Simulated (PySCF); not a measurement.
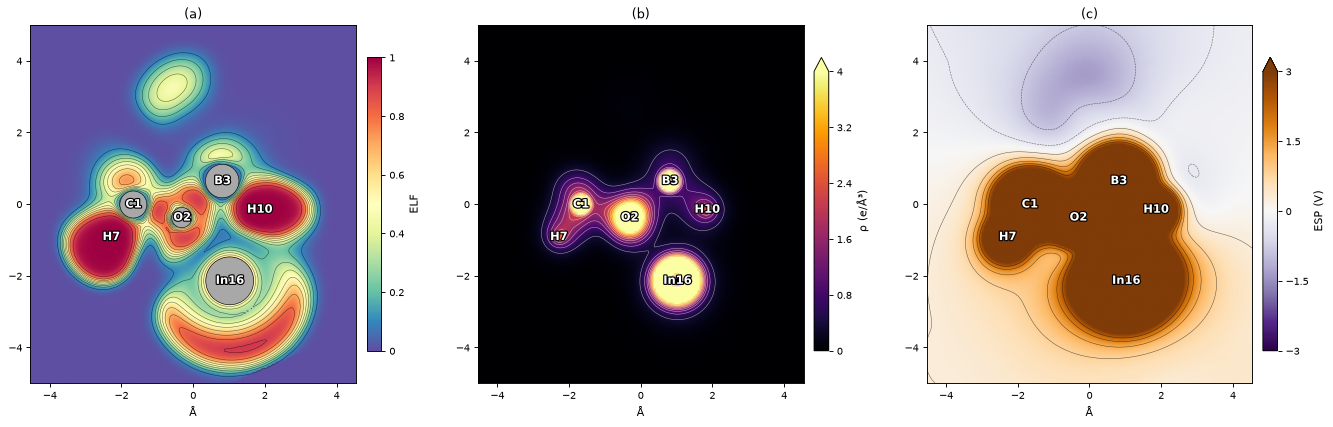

Figure 1: C3H9BClInO. (a) electron localisation function; (b) electron density; (c) electrostatic potential on the plane of atoms B3, H10 and In16. Grey discs cover the atomic cores in the ELF map.

Geometry: PBE0-D3(BJ)/def2-SVP; core potentials replace the inner electrons of In.

All numbers below come from PBE0-D3(BJ)/def2-SVPD, SCF density, gas phase, scalar-relativistic core potentials on the heavy atoms (PySCF).

| atom | x (Å) | y (Å) | z (Å) |
| --- | --- | --- | --- |
| C | 1.8850 | -0.6442 | -0.1464 |
| O | 0.8840 | -0.1937 | -1.0226 |
| B | -0.4430 | 0.3636 | -0.5195 |
| C | -0.2730 | 1.6013 | 0.4860 |
| C | -1.4682 | -0.8014 | -0.0810 |
| Cl | -1.0073 | -1.5575 | 1.5023 |
| H | 2.7815 | -0.9085 | -0.7293 |
| H | 2.1553 | 0.1402 | 0.5799 |
| H | 1.5408 | -1.5272 | 0.4129 |
| H | -0.9547 | 0.8034 | -1.6433 |
| H | -1.2345 | 2.1155 | 0.6463 |
| H | 0.4444 | 2.3567 | 0.1211 |
| H | 0.0715 | 1.2649 | 1.4783 |
| H | -2.4874 | -0.4117 | 0.0593 |
| H | -1.5221 | -1.6322 | -0.8011 |
| In | 0.5865 | 0.4914 | -3.1105 |

Q: What do the fields say about this system?

A: The plane passes through C, O, B, H and In nuclei.
C–O (1.40 Å): ρ at the midpoint is about 2.1 e/Å³, with its minimum of 1.7 e/Å³ about 0.5 Å from C; the ELF peaks at about 0.90 between the atoms: a polar covalent bond.
B–O (1.52 Å): the density is about 1.4 e/Å³ at the midpoint; the ELF peaks at about 0.90 between the atoms (a shared but strongly polarised pair).
In–O (2.22 Å): ρ at the midpoint is about 0.41 e/Å³; the ELF peaks at about 0.85 in the valence shell of O, 0.6 Å from its nucleus, and drops to about 0.10 between the two atoms.
C–H (1.10 Å): ρ is about 1.9 e/Å³ halfway; the ELF climbs to about 1 towards the hydrogen, as it does in any bond to H: a covalent bond by its length.
B–H (1.31 Å): ρ is about 0.86 e/Å³ halfway; the ELF climbs to about 1 towards the hydrogen.
Outside the dense part of the molecule the potential is most negative (−1.3 V) near Cl6, which lies off the plane.
